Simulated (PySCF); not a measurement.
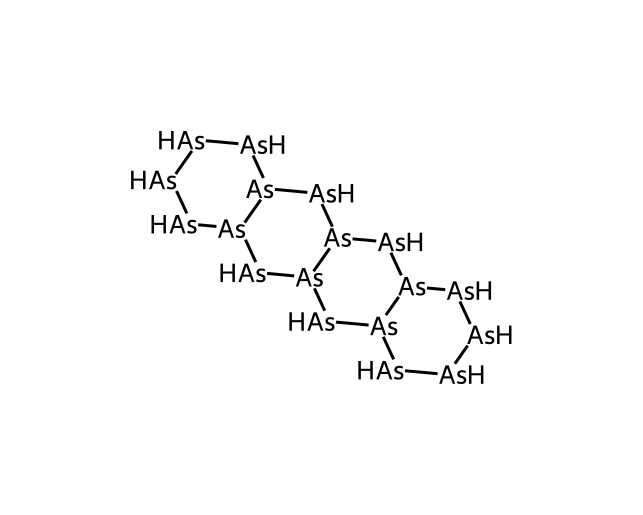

The picture comes from a calculation with PySCF.

### Transcribe the drawing into SMILES.

[AsH]1[AsH][AsH][As]2[AsH][As]3[AsH][As]4[AsH][AsH][AsH][AsH][As]4[AsH][As]3[AsH][As]2[AsH]1

### What is the molecular formula?

As18H12.

### An optimisation with GFN2-xTB gave a structure of which point group?

C2h.
